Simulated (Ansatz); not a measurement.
# Loss of H2O: C4H8O2 → C4H6O + H2O

Species: C4H8O2 (2-methyl-1,3-dioxolane) `CC1OCCO1`, singlet; C4H6O (vinyl ether) `C=COC=C`, singlet; H2O (water) `O`, singlet. 

Shapes, held fixed at every level: PBE0-D4/def2-TZVP. Flexible molecules stand in one conformer, not always the lowest. Programs: Ansatz 0.2.0. The zero-point and thermal change to 298 K, harmonic and unscaled (PBE0-D4/def2-TZVP), is -16.7 kJ/mol.

**What was measured.** Tabulated heats of formation (Active Thermochemical Tables, CRC Handbook of Chemistry and Physics): C4H8O2 -352.0 (CRC); C4H6O -13.6 (CRC); H2O -241.8 (ATcT) kJ/mol, which give ΔH(298 K) = +96.6 kJ/mol.

```
                level                   kind  ΔH (kJ/mol)  computed − measured
          HF/def2-SVP           Hartree–Fock       +123.7                +27.1
  B3LYP-D4/def2-TZVPP          global hybrid        +82.8                -13.8
r2SCAN0-D4/def2-TZVPP          global hybrid       +121.6                +25.0
       MP2/def2-TZVPP    perturbation theory       +104.7                 +8.1
        CCSD/def2-SVP  coupled cluster or CI       +128.1                +31.5
   CCSD(T)/def2-TZVPP  coupled cluster or CI       +100.1                 +3.5
      CCSD/def2-TZVPP  coupled cluster or CI       +103.2                 +6.7
 CCSD(T)/CBS estimate  coupled cluster or CI        +94.0                 -2.6
```

Nearest: CCSD(T)/CBS estimate (-2.6); farthest: CCSD/def2-SVP (+31.5). 4 of 8 levels lie within 10 kJ/mol. The CBS estimate extrapolates MP2 from def2-TZVPP and def2-QZVPP and adds CCSD(T) − MP2 in the triple-zeta set, cores frozen.

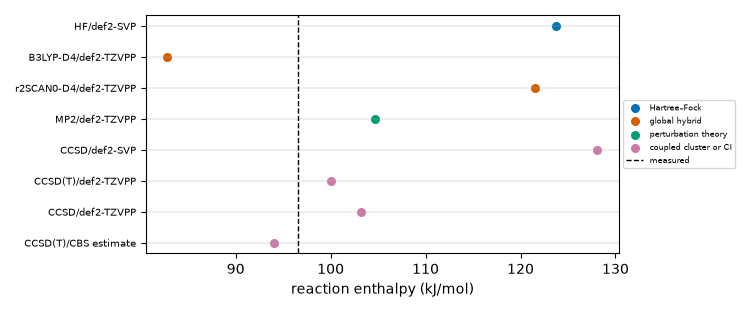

The values of the table, level by level.
